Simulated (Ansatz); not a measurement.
# AlAs (triplet): RPA-PBE over vertical spin and charge gaps, cc-pVDZ

How well do these functionals follow the top wave-function level for AlAs (triplet) over vertical spin and charge gaps?

Computed with Ansatz 0.2.0, Gaussian basis. Level: cc-pVDZ, all electrons in the functionals, frozen cores in the correlation of double hybrids and RPA.

To be run: RPA-PBE, at charge 0, triplet; charge 0, singlet; charge 0, quintet; charge 1, doublet; charge 1, quartet.

26 further runs of the same task are left out: 4 for a known fault of the program, 9 that didn't finish, 13 set aside as unsound or not needed.

## Step 1: The geometry

The geometry is a PBE0/def2-TZVP stationary point (not a proven minimum). No spin-orbit coupling is included. The filled d shell of As may be among the frozen orbitals whatever the setting's name suggests; the logs give the count.

2 atoms, charge 0, spin multiplicity 3.

Atoms are counted from 1 here; the program's logs count them from 0.

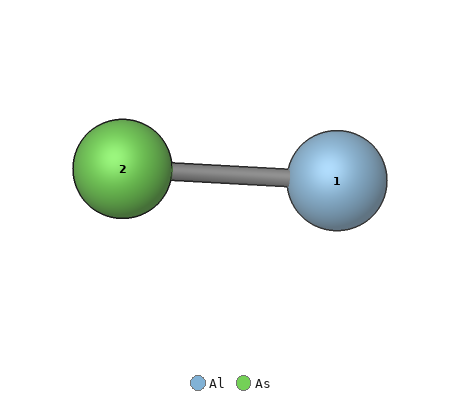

The structure; aluminium light blue, arsenic green; atoms are numbered from 1 in the order of the file.

No dispersion term is added.

The geometry shown and the zero of energy belong to the point charge 0, triplet. The yardstick, UCCSDT(Q), and other wave-function levels (R restricted, U unrestricted, valence and pair active spaces) come from earlier runs.

## Step 2: RPA-PBE, charge 0, triplet

in.yaml reads:

```yaml
crystal:
  periodic: [false, false, false]
  atoms:
    - {symbol: Al, position_ang: [0.000000, 0.000000, 0.000000]}
    - {symbol: As, position_ang: [0.000000, 0.000000, 2.305200]}
basis:
  gaussian: {orbitals: cc-pVDZ}
magnetization: {spin_polarized: true, initial_magnetization: 2}
hamiltonian: {xc: {name: PBE}}
correlation: {method: rpa, electrons: outside_noble_gas}
```

Started as:

```bash
$ ansatz run in.yaml --threads 1 --pin off --events-out ev --progress --plain --max-ram 2393MiB
```

The log of the run:

```text
Functional definition: PBE
  name "PBE"
  cite "Perdew, Burke & Ernzerhof, Phys. Rev. Lett. 77, 3865 (1996) doi:10.1103/PhysRevLett.77.3865"
  parent pbe
  parameter kappa = 0.804
  parameter beta = 0.06672455060314922
  exchange = pbe_x(kappa = kappa, mu = beta*pi^2/3)
  correlation = pbe_c(beta = beta)
511 factors; integrals over basis functions are off by at most 6.8e-4 eV
mean field evaluation 1: about -67421.5431 eV, gradient 1.1e1 eV
mean field evaluation 2: about -67421.5414 eV, gradient 1.1e1 eV
mean field evaluation 4: about -67422.8754 eV, gradient 2.7e0 eV
mean field evaluation 8: about -67422.9440 eV, gradient 7.8e-2 eV
mean field evaluation 16: about -67422.9441 eV, gradient 2.0e-5 eV
mean field evaluation 32: about -67422.9435 eV, gradient 1.0e-1 eV
mean field evaluation 64: about -67419.2077 eV, gradient 7.4e-1 eV
mean field evaluation 96: about -67422.9405 eV, gradient 2.8e-1 eV
mean field evaluation 128: about -67422.8367 eV, gradient 2.2e0 eV
mean field -67422.94408681 eV, -2477.7474942773 hartree, gradient 4.8e-6 eV, S^2 2.006059; 12 other end points of the search recorded, 0 dependent functions left out
19 core orbitals not correlated: weight in the atoms' cores, before any rotation towards them, 1.000 or more for the frozen orbitals, at most 0.000 for the correlated occupied ones
reference -67376.29263480 eV, -2476.0330850375 hartree; 5, 3 occupied and 21, 23 virtual orbitals, 511 factors
Total energy: -67382.89639020 eV, -2476.2757685722 hartree
```

Run time: 7 s. Hardware: 1 thread of Arm Neoverse V2, shared host.

From the report: ⟨S²⟩ of the determinant 2.006 (pure triplet: 2.00).

## Step 3: RPA-PBE, charge 0, singlet

Changes to in.yaml since step 2:

```diff
@@ -7,3 +7,3 @@
   gaussian: {orbitals: cc-pVDZ}
-magnetization: {spin_polarized: true, initial_magnetization: 2}
+magnetization: {spin_polarized: true, initial_magnetization: 0}
 hamiltonian: {xc: {name: PBE}}
```

Launched as before.

The log of the run:

```text
Functional definition: PBE
  name "PBE"
  cite "Perdew, Burke & Ernzerhof, Phys. Rev. Lett. 77, 3865 (1996) doi:10.1103/PhysRevLett.77.3865"
  parent pbe
  parameter kappa = 0.804
  parameter beta = 0.06672455060314922
  exchange = pbe_x(kappa = kappa, mu = beta*pi^2/3)
  correlation = pbe_c(beta = beta)
511 factors; integrals over basis functions are off by at most 6.8e-4 eV
mean field evaluation 1: about -67417.1149 eV, gradient 2.1e1 eV
mean field evaluation 2: about -67417.1133 eV, gradient 2.1e1 eV
mean field evaluation 4: about -67418.4072 eV, gradient 1.6e1 eV
mean field evaluation 8: about -67419.6823 eV, gradient 1.5e1 eV
mean field evaluation 16: about -67422.1523 eV, gradient 1.8e-1 eV
mean field evaluation 32: about -67422.7884 eV, gradient 1.8e-2 eV
mean field evaluation 64: about -67422.1533 eV, gradient 4.5e-4 eV
mean field evaluation 96: about -67418.7661 eV, gradient 5.7e0 eV
mean field evaluation 128: about -67422.7884 eV, gradient 2.7e-6 eV
mean field evaluation 160: about -67422.1541 eV, gradient 1.3e-1 eV
mean field evaluation 192: about -67422.6771 eV, gradient 1.0e-1 eV
mean field evaluation 224: about -67422.7704 eV, gradient 1.1e0 eV
mean field evaluation 256: about -67422.7876 eV, gradient 5.2e-2 eV
mean field evaluation 288: about -67416.6087 eV, gradient 8.8e0 eV
mean field evaluation 320: about -67422.1579 eV, gradient 3.7e-2 eV
mean field -67422.78841308 eV, -2477.7417733734 hartree, gradient 1.0e-6 eV, S^2 1.012484; 23 other end points of the search recorded, 0 dependent functions left out
19 core orbitals not correlated: weight in the atoms' cores, before any rotation towards them, 1.000 or more for the frozen orbitals, at most 0.000 for the correlated occupied ones
reference -67376.09777904 eV, -2476.0259242204 hartree; 4, 4 occupied and 22, 22 virtual orbitals, 511 factors
Total energy: -67382.73840858 eV, -2476.2699628547 hartree
```

Wall time 22 s (1 thread of Arm Neoverse V2, shared host).

From the report: ⟨S²⟩ of the determinant 1.012 (pure singlet: 0.00). The determinant is far from a pure spin state, so its energy mixes those of several spin states (harmless only where they are near-degenerate, as at dissociation).

From charge 0, triplet: +0.158 eV.

## Step 4: RPA-PBE, charge 0, quintet

Changes to in.yaml since step 3:

```diff
@@ -7,3 +7,3 @@
   gaussian: {orbitals: cc-pVDZ}
-magnetization: {spin_polarized: true, initial_magnetization: 0}
+magnetization: {spin_polarized: true, initial_magnetization: 4}
 hamiltonian: {xc: {name: PBE}}
```

The command is unchanged.

The log of the run:

```text
Functional definition: PBE
  name "PBE"
  cite "Perdew, Burke & Ernzerhof, Phys. Rev. Lett. 77, 3865 (1996) doi:10.1103/PhysRevLett.77.3865"
  parent pbe
  parameter kappa = 0.804
  parameter beta = 0.06672455060314922
  exchange = pbe_x(kappa = kappa, mu = beta*pi^2/3)
  correlation = pbe_c(beta = beta)
511 factors; integrals over basis functions are off by at most 6.8e-4 eV
mean field evaluation 1: about -67420.6579 eV, gradient 3.9e0 eV
mean field evaluation 2: about -67420.6558 eV, gradient 3.9e0 eV
mean field evaluation 4: about -67420.8326 eV, gradient 7.7e-1 eV
mean field evaluation 8: about -67420.8403 eV, gradient 5.8e-3 eV
mean field evaluation 16: about -67420.8007 eV, gradient 1.6e0 eV
mean field evaluation 32: about -67420.8403 eV, gradient 1.6e-6 eV
mean field -67420.84028568 eV, -2477.6701810117 hartree, gradient 1.6e-6 eV, S^2 6.002703; 2 other end points of the search recorded, 0 dependent functions left out
19 core orbitals not correlated: weight in the atoms' cores, before any rotation towards them, 1.000 or more for the frozen orbitals, at most 0.000 for the correlated occupied ones
reference -67375.30347943 eV, -2475.9967342479 hartree; 6, 2 occupied and 20, 24 virtual orbitals, 511 factors
Total energy: -67380.85212169 eV, -2476.2006430902 hartree
```

Wall time 2 s (1 thread of Arm Neoverse V2, shared host).

From the report: ⟨S²⟩ of the determinant 6.003 (pure quintet: 6.00).

From charge 0, triplet: +2.044 eV.

## Step 5: RPA-PBE, charge 1, doublet

Changes to in.yaml since step 4:

```diff
@@ -7,3 +7,4 @@
   gaussian: {orbitals: cc-pVDZ}
-magnetization: {spin_polarized: true, initial_magnetization: 4}
+total_charge: 1
+magnetization: {spin_polarized: true, initial_magnetization: 1}
 hamiltonian: {xc: {name: PBE}}
```

Launched as before.

The log of the run:

```text
Functional definition: PBE
  name "PBE"
  cite "Perdew, Burke & Ernzerhof, Phys. Rev. Lett. 77, 3865 (1996) doi:10.1103/PhysRevLett.77.3865"
  parent pbe
  parameter kappa = 0.804
  parameter beta = 0.06672455060314922
  exchange = pbe_x(kappa = kappa, mu = beta*pi^2/3)
  correlation = pbe_c(beta = beta)
511 factors; integrals over basis functions are off by at most 6.8e-4 eV
mean field evaluation 1: about -67406.5705 eV, gradient 2.5e1 eV
mean field evaluation 2: about -67406.5677 eV, gradient 2.5e1 eV
mean field evaluation 4: about -67410.3137 eV, gradient 1.5e1 eV
mean field evaluation 8: about -67411.4027 eV, gradient 1.5e1 eV
mean field evaluation 16: about -67414.8612 eV, gradient 1.2e0 eV
mean field evaluation 32: about -67411.4664 eV, gradient 1.0e1 eV
mean field evaluation 64: about -67414.4667 eV, gradient 3.0e-6 eV
mean field evaluation 96: about -67414.7189 eV, gradient 3.4e0 eV
mean field evaluation 128: about -67404.7851 eV, gradient 7.8e0 eV
mean field evaluation 160: about -67415.0590 eV, gradient 7.8e-2 eV
mean field -67415.05788746 eV, -2477.4576817965 hartree, gradient 3.8e-7 eV, S^2 1.757880; 12 other end points of the search recorded, 0 dependent functions left out
19 core orbitals not correlated: weight in the atoms' cores, before any rotation towards them, 1.000 or more for the frozen orbitals, at most 0.000 for the correlated occupied ones
reference -67369.72498264 eV, -2475.7917282723 hartree; 4, 3 occupied and 22, 23 virtual orbitals, 511 factors
Total energy: -67375.07136016 eV, -2475.9882040223 hartree
```

It took 9.5 s on 1 thread of Arm Neoverse V2, shared host.

From the report: ⟨S²⟩ of the determinant 1.758 (pure doublet: 0.75). The determinant is far from a pure spin state, so its energy mixes those of several spin states (harmless only where they are near-degenerate, as at dissociation).

From charge 0, triplet: +7.825 eV.

## Step 6: RPA-PBE, charge 1, quartet

Changes to in.yaml since step 5:

```diff
@@ -8,3 +8,3 @@
 total_charge: 1
-magnetization: {spin_polarized: true, initial_magnetization: 1}
+magnetization: {spin_polarized: true, initial_magnetization: 3}
 hamiltonian: {xc: {name: PBE}}
```

The command is unchanged.

The log of the run:

```text
Functional definition: PBE
  name "PBE"
  cite "Perdew, Burke & Ernzerhof, Phys. Rev. Lett. 77, 3865 (1996) doi:10.1103/PhysRevLett.77.3865"
  parent pbe
  parameter kappa = 0.804
  parameter beta = 0.06672455060314922
  exchange = pbe_x(kappa = kappa, mu = beta*pi^2/3)
  correlation = pbe_c(beta = beta)
511 factors; integrals over basis functions are off by at most 6.8e-4 eV
mean field evaluation 1: about -67412.9945 eV, gradient 1.5e1 eV
mean field evaluation 2: about -67412.9922 eV, gradient 1.5e1 eV
mean field evaluation 4: about -67415.2248 eV, gradient 3.6e0 eV
mean field evaluation 8: about -67415.3569 eV, gradient 5.4e-2 eV
mean field evaluation 16: about -67415.3569 eV, gradient 3.3e-6 eV
mean field -67415.35694101 eV, -2477.4686718120 hartree, gradient 3.3e-6 eV, S^2 3.752976; 0 other end points of the search recorded, 0 dependent functions left out
19 core orbitals not correlated: weight in the atoms' cores, before any rotation towards them, 1.000 or more for the frozen orbitals, at most 0.000 for the correlated occupied ones
reference -67370.05462026 eV, -2475.8038422312 hartree; 5, 2 occupied and 21, 24 virtual orbitals, 511 factors
Total energy: -67375.36605398 eV, -2475.9990338205 hartree
```

Wall time 1.4 s (1 thread of Arm Neoverse V2, shared host).

From the report: ⟨S²⟩ of the determinant 3.753 (pure quartet: 3.75).

From charge 0, triplet: +7.530 eV.

## Step 7: Against the wave-function levels

The yardstick is UCCSDT(Q), where the cluster series has nearly closed. It comes from earlier runs at the same points. Energies in eV, counted from charge 0, triplet; blanks weren't run or aren't comparable.

```csv
level,triplet to quintet,ionisation to the quartet cation
UCCSDT(Q),1.930,7.255
RPA-PBE,2.044,7.530
```

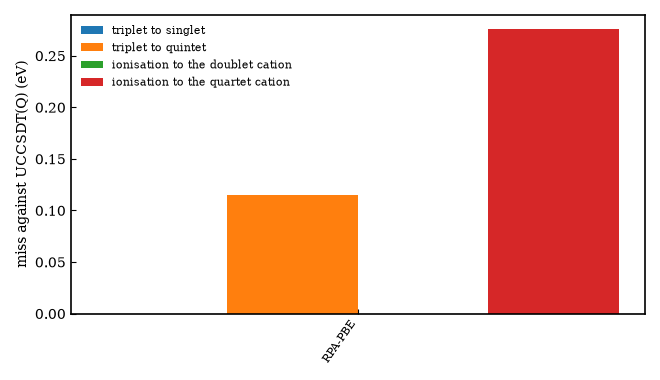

Misses of the gaps against UCCSDT(Q).

Largest miss and mean time a point (UCCSDT(Q) took 18 s a point; shared hosts):

```csv
level,largest miss (eV),where,time a point
RPA-PBE,+0.276,ionisation to the quartet cation,8.3 s
```

## Step 8: What came out

| quantity | value |
| --- | --- |
| triplet to quintet, UCCSDT(Q) | 1.930 eV |
| ionisation to the quartet cation, UCCSDT(Q) | 7.255 eV |
| largest miss, RPA-PBE | +0.276 eV (ionisation to the quartet cation) |

What this shows: Misses are known at 2 of 4 points at best, and only functionals with that many are ranked. RPA-PBE strays by up to 0.276 eV, at ionisation to the quartet cation. RPA-PBE clearly breaks the spin symmetry at some points (⟨S²⟩ up to 1.01 above the pure value), so energy there is bought with a mixed spin. Functionals and the yardstick converge differently with the basis, so part of each miss in cc-pVDZ is the basis. The program flags that the yardstick's amplitudes may have other solutions at some points.
